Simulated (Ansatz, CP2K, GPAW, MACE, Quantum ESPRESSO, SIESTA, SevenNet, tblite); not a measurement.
# Running coherent Mg-rich inclusion in Li2O (96 atoms) with Quantum ESPRESSO, part 2 of 2

How do the settings of Quantum ESPRESSO change the result for coherent Mg-rich inclusion in Li2O (96 atoms)? A plane-wave run serves as the yardstick.

Program: Quantum ESPRESSO 7.5; the method stands at each step. Banners, paths, timers and routine set-up lines are dropped from the logs unmarked, and long logs keep their key lines alone; longer cuts are marked.

So far. Step 2 (PBE, sssp-1.3.0-efficiency, 60/480 Ry): Forces lie 1.4 % from the reference's, at 11 times its CPU time. Step 3 (PBE, sssp-1.3.0-efficiency, 30/240 Ry): Against the first run (1.4 %), the force difference from the reference is 2.6 %, at 0.36 times the CPU time (on 2 against 4 cores): the cutoff matters here.

## 4. PBE, gbrv-1.5, 40/200 Ry

Method: Kohn-Sham DFT, PBE, GBRV 1.5 ultrasoft pseudopotentials, plane waves.

The pseudopotential files are exchanged too: ./pseudo now holds the set gbrv-pbe-1.5.

Input file pw.in:

```
&control
  calculation = 'scf'
  pseudo_dir = './pseudo'
  outdir = './tmp'
  disk_io = 'none'
  tprnfor = .true.
  tstress = .true.
/
&system
  ibrav = 0
  nat = 96
  ntyp = 3
  ecutwfc = 40
  ecutrho = 200
  nosym = .true.
  occupations = 'smearing'
  smearing = 'fd'
  degauss = 0.003675
/
&electrons
  conv_thr = 4.8e-07
  electron_maxstep = 100
  mixing_beta = 0.2
  mixing_mode = 'local-TF'
  diagonalization = 'david'
/
ATOMIC_SPECIES
O 15.999 O.upf
Li 6.940 Li.upf
Mg 24.305 Mg.upf
CELL_PARAMETERS angstrom
9.22000 0.00000 0.00000
0.00000 9.22000 0.00000
0.00000 0.00000 9.22000
ATOMIC_POSITIONS crystal
[... 96 atom lines left out: the same atoms as in the first run ...]
K_POINTS gamma
```

Run with:

```console
$ OMP_NUM_THREADS=1 mpirun -np 2 pw.x -in pw.in > output.txt
```

The program printed:

```text
[banner, memory and clock lines left out]
Program PWSCF
     gamma-point specific algorithms are used
[... lines left out ...]
     total energy              =   -2832.25608412 Ry
[... lines left out ...]
     total energy              =   -2850.11014262 Ry
[... lines left out ...]
     total energy              =   -2852.90562226 Ry
[... lines left out ...]
     total energy              =   -2852.90562268 Ry
[... lines left out ...]
     the Fermi energy is     8.4473 ev
!    total energy              =   -2852.90562243 Ry
[... lines left out ...]
     The total energy is F=E-TS. E is the sum of the following terms:
[... lines left out ...]
     convergence has been achieved in  23 iterations
     Forces acting on atoms (cartesian axes, Ry/au):
     atom    1 type  1   force =    -0.00775282   -0.01352968   -0.00703458
     atom    2 type  2   force =     0.00612513   -0.00330050    0.00525521
     atom    3 type  3   force =    -0.10204370   -0.06064704   -0.09298580
[...]
atom   95 type  2   force =     0.00597407   -0.00694518    0.01557122
     atom   96 type  2   force =     0.00328362   -0.00354233    0.02076944
     Total force =     0.487687     Total SCF correction =     0.002222
     Computing stress (Cartesian axis) and pressure
          total   stress  (Ry/bohr**3)                   (kbar)     P=      127.69
   0.00088794  -0.00000012  -0.00000594          130.62       -0.02       -0.87
  -0.00000012   0.00086226   0.00000359           -0.02      126.84        0.53
  -0.00000594   0.00000359   0.00085387           -0.87        0.53      125.61
     Message from routine punch:
     Nothing written, as per user request (disk_io='none')
```

Elapsed: 2.5 min, on 2 MPI ranks of Arm Neoverse V1, shared host; peak memory 0.85 GiB; 5 min of CPU time.

Compared with the plane-wave run:

- r.m.s. force component: 0.7389 eV/Å
- r.m.s. difference of force components: 3.185 meV/Å
- longest difference of force vectors: 15.42 meV/Å
- force difference over r.m.s. force: 0.432 %
- slope of forces against the reference's: 1.002
- correlation of force components: 1
- pressure: 12.77 GPa
- pressure difference: 0.0427 GPa

Against the first run (1.4 %), the force difference from the reference is 0.43 %, at 0.66 times the CPU time (on 2 against 4 cores).

The run ends at a pressure of 12.77 GPa, with forces up to 3.9 eV/Å.

## 5. The ladder

Differences are against the plane-wave reference, forces as r.m.s. over components; share is that over the reference's r.m.s. force, slope the least-squares factor from reference forces to these. Total energies of different programs have different zeros and aren't compared.

```
                                              run  Δ force, r.m.s. (meV/Å)  share (%)  slope  Δ pressure (GPa)  cores  CPU time  memory (GiB)
                                        reference                        -          -      -                 -      4      40 s           1.0
         QE PBE, sssp-1.3.0-efficiency, 60/480 Ry                     10.2       1.38  1.010            -0.184      4   7.6 min           2.2
QE PBE, sssp-1.3.0-efficiency, 30/240 Ry (coarse)                     19.1       2.59  1.018             -28.8      2   2.7 min          0.82
                      QE PBE, gbrv-1.5, 40/200 Ry                     3.19      0.432  1.002            0.0427      2     5 min          0.85
```

Rows marked coarse were listed beforehand as settings not expected to be converged; some can still land near the reference.

CPU time is summed over cores on a shared host, where runs went side by side, so it is rough. Symmetry, cutoffs, thresholds, outputs and thread counts weren't matched or tuned between programs; memory under MPI is the largest rank's times the ranks.

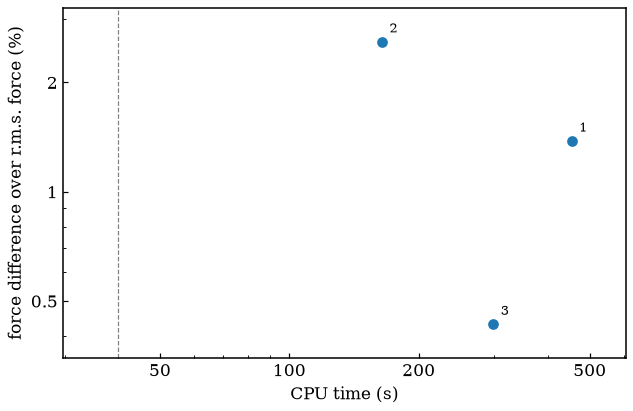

Force difference against CPU time; the dashed line marks the reference's time. Points: 1 QE PBE, sssp-1.3.0-efficiency, 60/480 Ry; 2 QE PBE, sssp-1.3.0-efficiency, 30/240 Ry; 3 QE PBE, gbrv-1.5, 40/200 Ry.

Within one program, basis, potentials and functional, energies share a zero. Each run against its twin at the usual cutoff or grid and solver:

```
                                     run                              twin  Δ energy (meV/atom)  Δ force, r.m.s. (meV/Å)         CPU time over the twin's
QE PBE, sssp-1.3.0-efficiency, 30/240 Ry  sssp-1.3.0-efficiency, 60/480 Ry                  276                     13.7  0.36 (this twin ran on 4 cores)
```

## 6. Outcome

```json
{"nearest in forces": "QE PBE, gbrv-1.5, 40/200 Ry, 0.43 %", "its CPU time": "5 min"}
```

PBE on plane waves or a grid with other potentials, cutoffs or grids, coarse settings apart, differs from the reference by 0.43 % (QE PBE, gbrv-1.5, 40/200 Ry) to 1.4 % (QE PBE, sssp-1.3.0-efficiency, 60/480 Ry) of the r.m.s. force; this holds the reference's own error, so differences of a few per cent don't tell which side is nearer the exact PBE result (QE's 60 Ry are 816 eV, against the reference's 420 eV). Runs with settings chosen to be coarse differ by 2.6 % (QE PBE, sssp-1.3.0-efficiency, 30/240 Ry), their programs' other errors included. None of the electronic-structure runs in the table takes under half the reference's CPU time of 40 s; they take 4.1 to 11 times as much. In pressure, QE PBE, sssp-1.3.0-efficiency, 30/240 Ry misses by -28.8 GPa, at the same functional; a cutoff this low leaves a large Pulay stress. The potentials hold different valence shells: 440 electrons in the reference, 376 in Quantum ESPRESSO with SSSP; this bears on time and differences. The reference's pressure of 13 GPa says that the cell would expand at this level of theory. The electronic-structure runs sample only Γ, in a cell whose shortest periodic width is 9 Å.

[Also dropped from logs without a mark: logging warnings of Python, and SIESTA's first energy breakdown and zero terms.]

[Logs are printed without paths, hosts, clocks, repeated set-up lines and the standing remarks that a program may print on its own settings, such as how far it seeks lower states.]

[Hosts, paths, dates, database ids (printed as entryN), source tags and the programs' standing remarks are cut or masked in the printed files.]
